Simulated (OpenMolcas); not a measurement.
```
&GATEWAY
Basis set
Ni.ANO-RCC-VTZP.
Ni1 0.0 0.0 0.0 Angstrom
End of basis
Basis set
F.ANO-RCC-VDZP.
L1 2.092000 0.000000 0.000000 Angstrom
L2 0.000000 2.092000 0.000000 Angstrom
L3 0.000000 0.000000 2.092000 Angstrom
End of basis
Basis set
Ca.EMB-AIMP.Lopez-Moraza.10s7p.1s1p.ECP.CsCaF3.
PseudoCharge
* 3 symmetry-unique lattice sites within 7.6 angstrom
End of basis
Basis set
Cs.EMB-AIMP.Lopez-Moraza.0s.0s.ECP.CsCaF3.
PseudoCharge
* 16 symmetry-unique lattice sites within 7.6 angstrom
End of basis
Basis set
Ca.EMB-AIMP.Lopez-Moraza.0s.0s.ECP.CsCaF3.
PseudoCharge
* 6 symmetry-unique lattice sites within 7.6 angstrom
End of basis
Basis set
F.EMB-AIMP.Lopez-Moraza.0s.0s.ECP.CsCaF3.
PseudoCharge
* 27 symmetry-unique lattice sites within 7.6 angstrom
End of basis
Symmetry
XYZ
AngMom=0.0 0.0 0.0
AMFI
RICD
XField
1537 Angstrom 0
* Evjen-weighted lattice charges
&SEWARD
&RASSCF
FileOrb=start.orb
Symmetry=1
Spin=3
nActEl=8 0 0
Inactive=18 21
Ras2=5 0
CIRoot=10 10 1
SDav=10
CIMx=300
Iter=150 100
PrWF=0.3
OrbListing=Nothing
MaxOrb=0
LevShft=1.0
>>> COPY $Project.JobIph JOB001
&RASSCF
FileOrb=start.orb
Symmetry=1
Spin=1
nActEl=8 0 0
Inactive=18 21
Ras2=5 0
CIRoot=15 15 1
SDav=15
CIMx=300
Iter=150 100
PrWF=0.3
OrbListing=Nothing
MaxOrb=0
LevShft=1.0
>>> COPY $Project.JobIph JOB002
&RASSI
NrOfJobIphs=2 10 15
1 2 3 4 5 6 7 8 9 10
1 2 3 4 5 6 7 8 9 10 11 12 13 14 15
IphNames
JOB001
JOB002
EJob
SpinOrbit
DIPRint=1.0
SOCoupling=1000.0
Subsets=2
Property=9
'ANGMOM' 1 'ANGMOM' 2 'ANGMOM' 3 'MLTPL  1' 1 'MLTPL  1' 2 'MLTPL  1' 3
'AMFI' 1 'AMFI' 2 'AMFI' 3
SOProperty=3
'ANGMOM' 1 'ANGMOM' 2 'ANGMOM' 3
>>> COPY JOB001 $Project.JobIph
&CASPT2
Multistate=10 1 2 3 4 5 6 7 8 9 10
NoMult
Frozen=5 6
IPEA=0.25
Imaginary=0.1
MaxIter=60
WThr=0.0 0.3 0.05
PrWF=0.5
NoMix
>>> COPY JOB002 $Project.JobIph
&CASPT2
Multistate=15 1 2 3 4 5 6 7 8 9 10 11 12 13 14 15
NoMult
Frozen=5 6
IPEA=0.25
Imaginary=0.1
MaxIter=60
WThr=0.0 0.3 0.05
PrWF=0.5
NoMix
```

Run as:
```bash
OMP_NUM_THREADS=1 MOLCAS_MEM=2457 MOLCAS_PROJECT=a pymolcas a.inp > a.log  # once for each step of the input, in one work folder
```

The CASPT2 energies were then put on the diagonal of the RASSI spin-orbit matrix.

The calculation used state-averaged SS-CASPT2, IPEA shift 0.25, imaginary shift 0.1 hartree, closed shells 3s 3p correlated, active space 8 electrons in the shell 3d, basis ANO-RCC-VTZP on the metal and ANO-RCC-VDZP on the ligands, DKH2 scalar Hamiltonian, spin-orbit coupling by RASSI with atomic mean-field integrals (OpenMolcas). Powder susceptibility by Van Vleck's formula.

Ni²⁺ (3d⁸) as a dopant in CsCaF₃, a cluster with its 6 nearest F⁻ at 2.092 Å (octahedron) embedded in model potentials and point charges; the geometry was set, not optimised. The cluster and the levels that result:

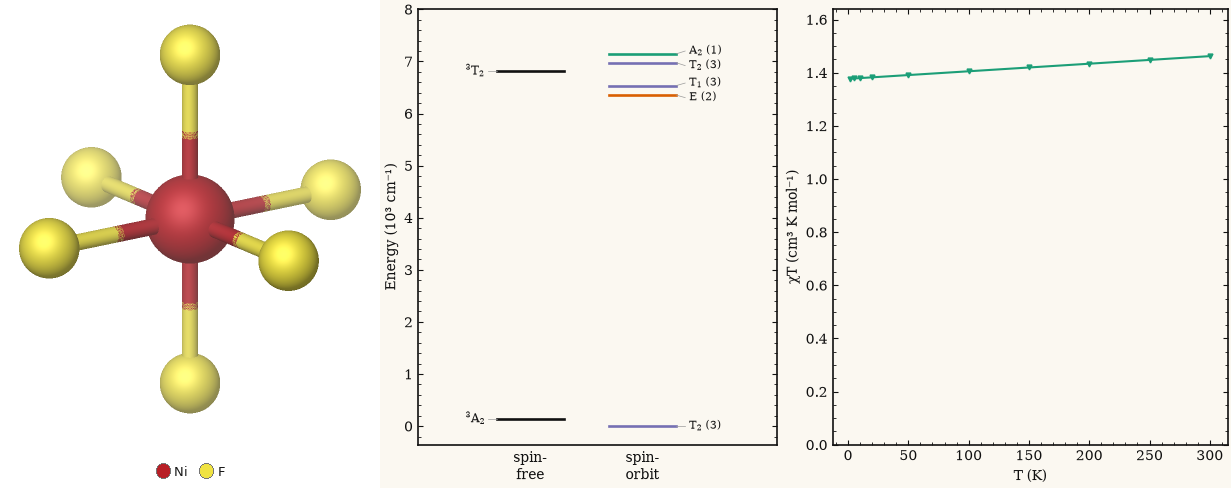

Labels give the representation in O, Td, D4 or D3 as the site allows (double group for half-integer spin) where it could be assigned and, in brackets, the degeneracy; spin-free states, where drawn, share the zero of the spin-orbit levels.

The ground level is T₂, 3-fold degenerate, 100 % from states of spin multiplicity 3. The next level lies at 6,350 cm⁻¹ (E). The lowest spin-free state is ³A₂, from the free-ion F term; of the same spin there follows at 6,670 cm⁻¹ (³T₂) above it. χT is 1.38 cm³ K mol⁻¹ at 2 K and 1.46 at 300 K, an effective moment of 3.42 μB.

Caveat: single d shell for a late 3d ion, CASPT2 field may be too large; the geometry is set by hand, with no relaxation and no charge compensation.
